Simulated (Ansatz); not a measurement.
```json
{"atom": "Si", "x (Å)": "-1.4222", "y (Å)": "-0.3864", "z (Å)": "-1.0229"}
{"atom": "C", "x (Å)": "-0.2402", "y (Å)": "0.7526", "z (Å)": "-0.4142"}
{"atom": "B", "x (Å)": "0.5109", "y (Å)": "-0.1610", "z (Å)": "0.4493"}
{"atom": "Cl", "x (Å)": "0.2271", "y (Å)": "-1.9568", "z (Å)": "-0.0907"}
{"atom": "H", "x (Å)": "-0.2616", "y (Å)": "1.8325", "z (Å)": "-0.3463"}
{"atom": "H", "x (Å)": "1.1861", "y (Å)": "-0.0809", "z (Å)": "1.4248"}
```

Geometry: PBE0-D4/def2-TZVP.

Computed with RKS PBE0-D4/def2-TZVPP (Ansatz 0.2.0).

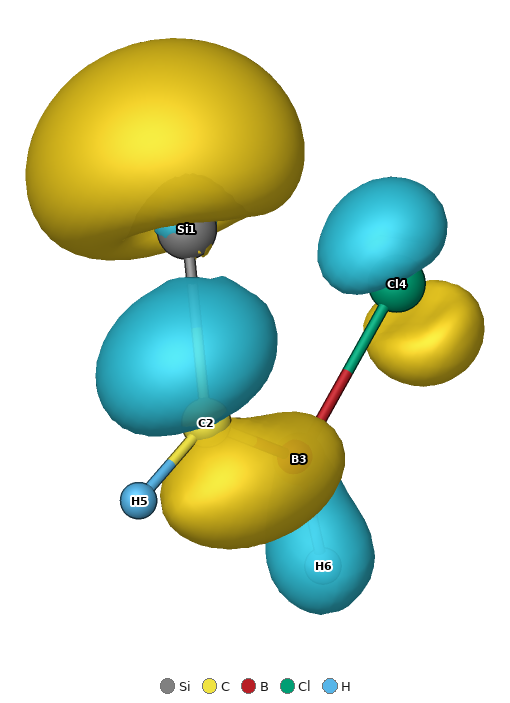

CH2BClSi. The HOMO at ±0.15 Å⁻³ᐟ² (yellow and cyan are the two phases), seen at an oblique angle.

### What is the character of this orbital?

Its weight (Hirshfeld) is mainly on Si1 (about 55 %), C2 (about 20 %), Cl4 (about 10 %) and B3 (about 5 %). Its energy is −7.11 eV.
